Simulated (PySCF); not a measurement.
CH5Ga, SMILES `C[GaH2]`.

PySCF calculation, PBE0/def2-TZVP, gas phase; geometry: GFN2-xTB. No frequency check shows the geometry to be a minimum. GFN2-xTB bond lengths at metals and heavier atoms can be off by up to 0.1 Å and shapes distorted, which carries into these values.

Geometry (Å), atoms numbered from 1:

```
C1       1.5997    0.0011    0.0003
Ga2     -0.4187    0.0000    0.0003
H3       1.9934   -0.6931    0.7493
H4       1.9908    0.9999    0.2195
H5       1.9965   -0.3086   -0.9713
H6      -1.2949   -1.3149   -0.0038
H7      -1.3038    1.3086   -0.0037
```

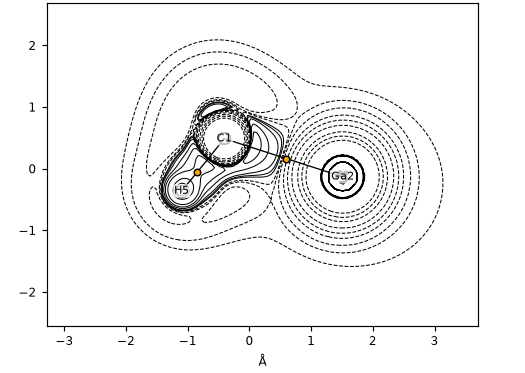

Negative Laplacian of the density (−∇²ρ) in the plane of C1, Ga2 and H5 (solid lines positive, dashed lines negative, contours at ±0.02 to ±8 a.u.), with bond paths and bond critical points (dots).

> At which bond critical points in this plane is charge locally concentrated, and at which depleted?

Concentrated (∇²ρ < 0): C1–H5 (−0.89 a.u.). Depleted (∇²ρ > 0): C1–Ga2 (+0.16 a.u., H = −0.039).

> Where along C1–H5 does the critical point lie?

0.70 Å from C1 and 0.40 Å from H5.
